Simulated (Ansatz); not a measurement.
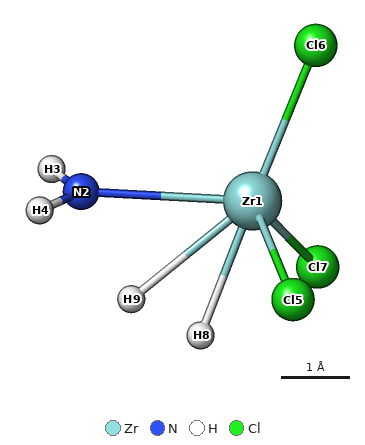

The structure as given in the input (ball-and-stick view, seen at a tilt; atoms are numbered from 1 in the order of the input). Sticks mark near contacts.

Nudged elastic band, with input and output: ZrNH4Cl3

The run: nudged elastic band of ZrNH4Cl3. Method and program: RHF/def2-SVP (Ansatz 0.2.0).

One setting was made poor on purpose. It belongs to a series of runs on one base structure; here: band between the two ends.

The input
```yaml
crystal:
  periodic: [false, false, false]
  atoms:
    - { symbol: Zr, position_ang: [0.0, 0.0, 0.0] }
    - { symbol: "N", position_ang: [0.0, 0.0, 2.56] }
    - { symbol: H, position_ang: [-0.877, -0.2713, 3.09] }
    - { symbol: H, position_ang: [0.877, 0.2713, 3.09] }
    - { symbol: Cl, position_ang: [2.3764, 0.0, -0.8392] }
    - { symbol: Cl, position_ang: [-1.1869, 2.0563, -0.8392] }
    - { symbol: Cl, position_ang: [-1.1869, -2.0563, -0.8392] }
    - { symbol: H, position_ang: [1.1221, -1.704, 0.6779] }
    - { symbol: H, position_ang: [0.8569, -1.3013, 1.7349] }
basis:
  gaussian: { orbitals: def2-SVP }
hamiltonian:
  xc: hf
neb:
  order_check: false
  images: 9
  f_tol: 0.05
  max_iterations: 60
  final_atoms:
    - { symbol: Zr, position_ang: [0.0, 0.0, 0.0] }
    - { symbol: "N", position_ang: [0.0, 0.0, 2.56] }
    - { symbol: H, position_ang: [-0.877, -0.2713, 3.09] }
    - { symbol: H, position_ang: [0.877, 0.2713, 3.09] }
    - { symbol: Cl, position_ang: [2.3764, 0.0, -0.8392] }
    - { symbol: Cl, position_ang: [-1.1869, 2.0563, -0.8392] }
    - { symbol: Cl, position_ang: [-1.1869, -2.0563, -0.8392] }
    - { symbol: H, position_ang: [1.1221, -1.704, 0.6779] }
    - { symbol: H, position_ang: [0.8569, -1.3013, 1.7349] }
  initial_path:
    images:
      - { positions_ang: [[0.0, 0.0, 0.0], [0.0, 0.0, 2.56], [-0.877, -0.2713, 3.09], [0.877, 0.2713, 3.09], [2.3764, 0.0, -0.8392], [-1.1869, 2.0563, -0.8392], [-1.1869, -2.0563, -0.8392], [1.1221, -1.704, 0.6779], [0.8569, -1.3013, 1.7349]] }
      - { positions_ang: [[0.0, 0.0, 0.0], [0.0, 0.0, 2.56], [-0.877, -0.2713, 3.09], [0.877, 0.2713, 3.09], [2.3764, 0.0, -0.8392], [-1.1869, 2.0563, -0.8392], [-1.1869, -2.0563, -0.8392], [1.1221, -1.704, 0.6779], [0.8569, -1.3013, 1.7349]] }
      - { positions_ang: [[0.0, 0.0, 0.0], [0.0, 0.0, 2.56], [-0.877, -0.2713, 3.09], [0.877, 0.2713, 3.09], [2.3764, 0.0, -0.8392], [-1.1869, 2.0563, -0.8392], [-1.1869, -2.0563, -0.8392], [1.1221, -1.704, 0.6779], [0.8569, -1.3013, 1.7349]] }
      - { positions_ang: [[0.0, 0.0, 0.0], [0.0, 0.0, 2.56], [-0.877, -0.2713, 3.09], [0.877, 0.2713, 3.09], [2.3764, 0.0, -0.8392], [-1.1869, 2.0563, -0.8392], [-1.1869, -2.0563, -0.8392], [1.1221, -1.704, 0.6779], [0.8569, -1.3013, 1.7349]] }
      - { positions_ang: [[0.0, 0.0, 0.0], [0.0, 0.0, 2.56], [-0.877, -0.2713, 3.09], [0.877, 0.2713, 3.09], [2.3764, 0.0, -0.8392], [-1.1869, 2.0563, -0.8392], [-1.1869, -2.0563, -0.8392], [1.1221, -1.704, 0.6779], [0.8569, -1.3013, 1.7349]] }
      - { positions_ang: [[0.0, 0.0, 0.0], [0.0, 0.0, 2.56], [-0.877, -0.2713, 3.09], [0.877, 0.2713, 3.09], [2.3764, 0.0, -0.8392], [-1.1869, 2.0563, -0.8392], [-1.1869, -2.0563, -0.8392], [1.1221, -1.704, 0.6779], [0.8569, -1.3013, 1.7349]] }
      - { positions_ang: [[0.0, 0.0, 0.0], [0.0, 0.0, 2.56], [-0.877, -0.2713, 3.09], [0.877, 0.2713, 3.09], [2.3764, 0.0, -0.8392], [-1.1869, 2.0563, -0.8392], [-1.1869, -2.0563, -0.8392], [1.1221, -1.704, 0.6779], [0.8569, -1.3013, 1.7349]] }
      - { positions_ang: [[0.0, 0.0, 0.0], [0.0, 0.0, 2.56], [-0.877, -0.2713, 3.09], [0.877, 0.2713, 3.09], [2.3764, 0.0, -0.8392], [-1.1869, 2.0563, -0.8392], [-1.1869, -2.0563, -0.8392], [1.1221, -1.704, 0.6779], [0.8569, -1.3013, 1.7349]] }
      - { positions_ang: [[0.0, 0.0, 0.0], [0.0, 0.0, 2.56], [-0.877, -0.2713, 3.09], [0.877, 0.2713, 3.09], [2.3764, 0.0, -0.8392], [-1.1869, 2.0563, -0.8392], [-1.1869, -2.0563, -0.8392], [1.1221, -1.704, 0.6779], [0.8569, -1.3013, 1.7349]] }
      - { positions_ang: [[0.0, 0.0, 0.0], [0.0, 0.0, 2.56], [-0.877, -0.2713, 3.09], [0.877, 0.2713, 3.09], [2.3764, 0.0, -0.8392], [-1.1869, 2.0563, -0.8392], [-1.1869, -2.0563, -0.8392], [1.1221, -1.704, 0.6779], [0.8569, -1.3013, 1.7349]] }
      - { positions_ang: [[0.0, 0.0, 0.0], [0.0, 0.0, 2.56], [-0.877, -0.2713, 3.09], [0.877, 0.2713, 3.09], [2.3764, 0.0, -0.8392], [-1.1869, 2.0563, -0.8392], [-1.1869, -2.0563, -0.8392], [1.1221, -1.704, 0.6779], [0.8569, -1.3013, 1.7349]] }
```

Machine: 2 threads of AMD EPYC (Zen 4), 64 GiB of memory available, shared host.

Launched with:
```bash
ansatz run input.yaml --threads 2 --pin off --max-ram 3072MiB --backend cpu --events-out ev --progress --plain --runs-dir out
```

Output
```
Error: invalid value for `neb.final_atoms`: is identical to crystal.atoms — the two endpoints must differ for a path to exist
```

What the run reported

- outcome: refused by the program

What went wrong

The program refused the input: “invalid value for `neb.final_atoms`: is identical to crystal.atoms — the two endpoints must differ for a path to exist” A deliberately poor setting: ends not relaxed.
